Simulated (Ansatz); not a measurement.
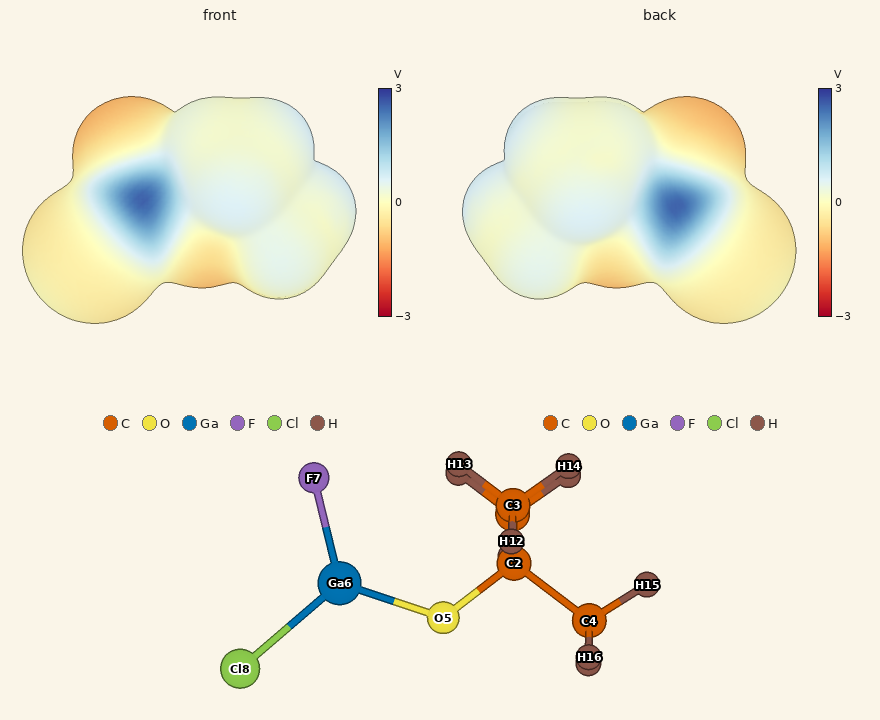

C4H9ClFGaO (SMILES CC(C)(C)[O][Ga]([F])[Cl]). The electrostatic potential painted on the density surface at 0.001 e/bohr³, seen from the front and from behind; the colour scale runs from red (negative) to blue (positive). The bare structure is drawn below in the same view.

Geometry: PBE0-D4/def2-TZVP.

Theory: RKS PBE0-D4/def2-TZVPP in Ansatz 0.2.0.

The calculation's input:

```
crystal:
  periodic: [false, false, false]
  atoms:
    - {symbol: C, position_ang: [0.429438, -0.710953, -1.231686]}
    - {symbol: C, position_ang: [-0.098693, -0.335376, 0.144602]}
    - {symbol: C, position_ang: [1.036513, 0.098690, 1.059549]}
    - {symbol: C, position_ang: [-0.872239, -1.490839, 0.757944]}
    - {symbol: O, position_ang: [-1.051833, 0.729405, 0.020708]}
    - {symbol: Ga, position_ang: [-0.675861, 2.313098, -0.638109]}
    - {symbol: F, position_ang: [0.924541, 2.726098, -1.203729]}
    - {symbol: Cl, position_ang: [-2.156603, 3.806178, -0.778009]}
    - {symbol: H, position_ang: [0.985349, 0.120908, -1.674885]}
    - {symbol: H, position_ang: [1.107105, -1.565431, -1.169780]}
    - {symbol: H, position_ang: [-0.397865, -0.977824, -1.893080]}
    - {symbol: H, position_ang: [0.641579, 0.407785, 2.029901]}
    - {symbol: H, position_ang: [1.592886, 0.932121, 0.619963]}
    - {symbol: H, position_ang: [1.741274, -0.719881, 1.222172]}
    - {symbol: H, position_ang: [-0.224983, -2.359985, 0.893885]}
    - {symbol: H, position_ang: [-1.275916, -1.200756, 1.729668]}
    - {symbol: H, position_ang: [-1.704672, -1.773237, 0.110906]}
basis:
  gaussian: {orbitals: def2-TZVPP}
hamiltonian: {xc: pbe0, dispersion: d4}
output: {orbitals: {seedname: orbitals}}
```

Run with:

```sh
ansatz run in.yaml --threads 2 --pin off --events-out ev --progress --plain --max-ram 32768MiB --backend cuda --devices 0, --max-vram 18GiB
```

Describe the electrostatic potential map.

Answer. The most negative region (about −1.1 V) lies over F7, the most positive (about +2.5 V) over Ga6.
